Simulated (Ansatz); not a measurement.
## Electronic structure of CH$_{4}$ClNSi (SMILES N=C([SiH3])Cl) in real space

The calculation's input:

```
crystal:
  periodic: [false, false, false]
  atoms:
    - { symbol: "N", position_ang: [-0.1172, 1.4289, -0.9579] }
    - { symbol: C, position_ang: [-0.4699, 0.3105, -0.4888] }
    - { symbol: Si, position_ang: [-2.0522, -0.47347, -0.99968] }
    - { symbol: Cl, position_ang: [0.45571, -0.4246, 0.64612] }
    - { symbol: H, position_ang: [-0.9143, 1.7399, -1.6347] }
    - { symbol: H, position_ang: [-2.99104, -0.64563, 0.13602] }
    - { symbol: H, position_ang: [-1.88964, -1.80744, -1.61437] }
    - { symbol: H, position_ang: [-2.85152, 0.36474, -2.04347] }
basis:
  gaussian: { orbitals: def2-SVP }
hamiltonian:
  xc: blyp
relax:
  f_tol: 0.015
  max_steps: 40
output:
  orbitals: {}
```

Launched as:

```sh
ansatz run input.yaml --threads 1 --pin off --max-ram 2048MiB --backend cpu --events-out ev --progress --plain --runs-dir out
```

The fields are those of the relaxed geometry.

All numbers below come from RKS BLYP/def2-SVP in Ansatz.

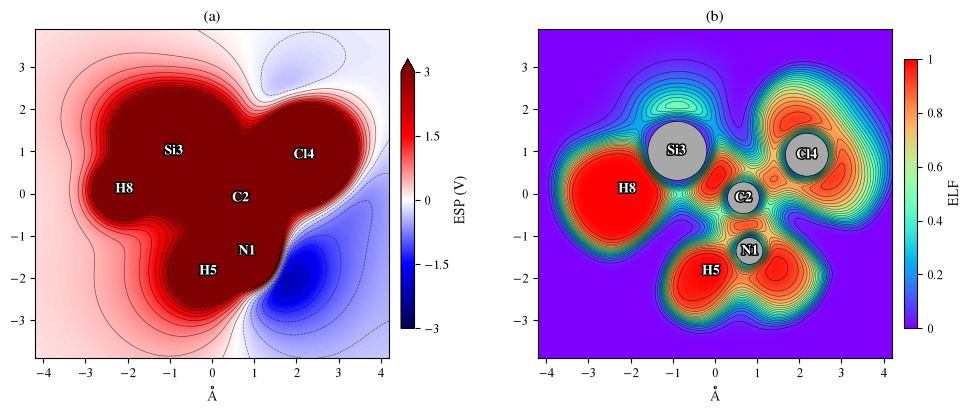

Figure 1. (a) electrostatic potential; (b) electron localisation function on the plane of atoms C2, N1 and H5. Grey discs cover the atomic cores in the ELF map.

Question: Interpret the plot.

Answer:
- The section cuts through N, C, Si, Cl and H sites.
- C–N (1.27 Å): the ELF peaks at about 0.90 between the atoms; a short, multiple covalent bond.
- C–Cl (1.82 Å): the ELF peaks at about 0.85 between the atoms; a shared electron pair.
- C–Si (1.92 Å): the ELF peaks at about 1 between the atoms (a shared electron pair).
- N–H (1.04 Å): the ELF climbs to about 1 towards the hydrogen, as it does in any bond to H; an ordinary covalent bond to hydrogen.
- Si–H (1.50 Å): the ELF climbs to about 1 towards the hydrogen.
- The ELF also peaks beside N1 and Cl4, away from the bonds: lone-pair regions.
- Outside the dense part of the molecule the potential is most negative (−2.1 V) near N1.

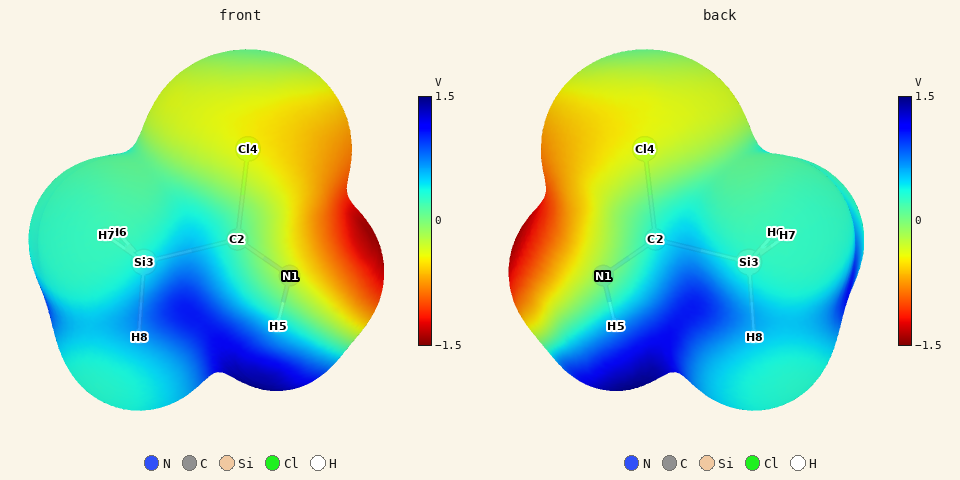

Figure 2. The molecular electrostatic potential painted on the density surface at 0.001 e/bohr³, seen from the front and from behind; the colour scale runs from red (negative) to blue (positive).

Question: Where is the surface potential most negative and most positive?

Answer: The most negative region (about −1.4 V, or −32 kcal/mol for a unit charge) lies over N1, the most positive (about +1.4 V, or +32 kcal/mol for a unit charge) over H5. N1 is the likeliest acceptor of a hydrogen bond.

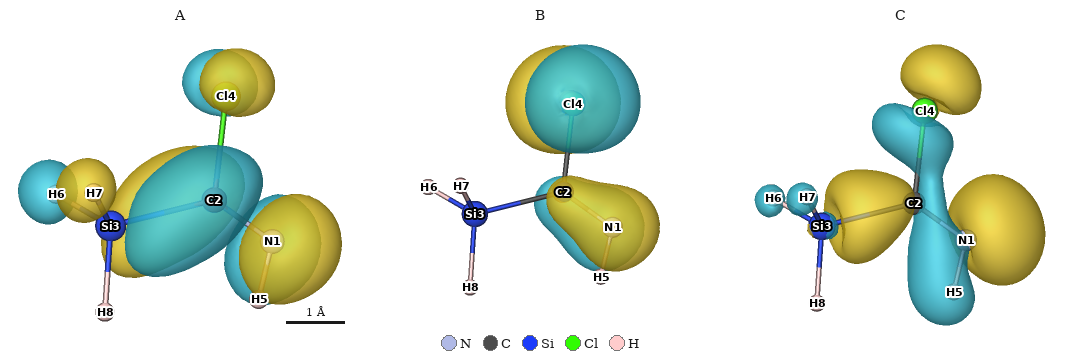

Figure 3. Three frontier orbitals at ±0.1 Å⁻³ᐟ² (yellow and cyan are the two phases), in no order.

Question: Order the three orbitals by energy and name them.

Answer: B is the HOMO−1 (−6.91 eV). Its weight (Hirshfeld) is mainly on Cl4 (about 65 %), N1 (about 20 %) and C2 (about 10 %); largely a lone pair of Cl4. C is the HOMO (−6.31 eV). Its weight (Hirshfeld) is mainly on N1 (about 55 %), Cl4 (about 15 %), C2 (about 15 %) and Si3 (about 10 %). A is the LUMO (−1.92 eV). Its weight (Hirshfeld) is mainly on N1 (about 35 %), C2 (about 35 %) and Cl4 (about 10 %); π-antibonding (π*) across N1–C2.

Question: What is the HOMO–LUMO gap?

Answer: 4.39 eV between the orbital energies.

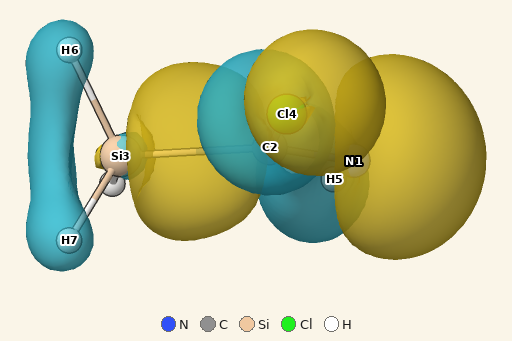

Figure 4. The HOMO at ±0.08 Å⁻³ᐟ² (yellow and cyan are the two phases), seen from one side.

Question: Where does this orbital lie, and at what energy?

Answer: It lies mainly on N1 (about 55 %), Cl4 (about 15 %), C2 (about 15 %) and Si3 (about 10 %). Its energy is −6.31 eV.
